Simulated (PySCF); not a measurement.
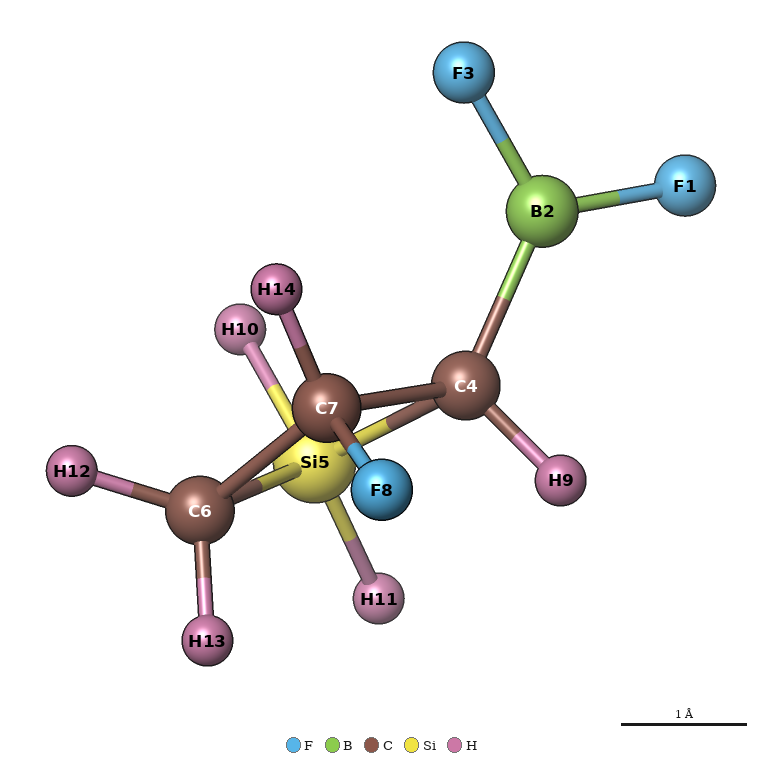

Orthographic view with a scale bar. The computed structure is the end point of a GFN2-xTB optimisation. No frequency run is at hand to confirm it as a minimum.

Write Cartesian coordinates in Å in the frame of the picture: x to the right, y up, z towards the viewer, origin at the mean of the atomic positions.

```xyz
14
C3H6BF3Si
F    2.57   1.69  -0.77
B    1.42   1.48  -0.14
F    0.79   2.60   0.19
C    0.81   0.08   0.05
Si  -0.41  -0.53  -1.33
C   -1.33  -0.93   0.29
C   -0.31  -0.10   1.09
F    0.13  -0.76   2.22
H    1.57  -0.69   0.20
H   -1.01   0.53  -2.14
H    0.11  -1.63  -2.14
H   -2.36  -0.61   0.42
H   -1.27  -1.97   0.59
H   -0.72   0.85   1.44
```
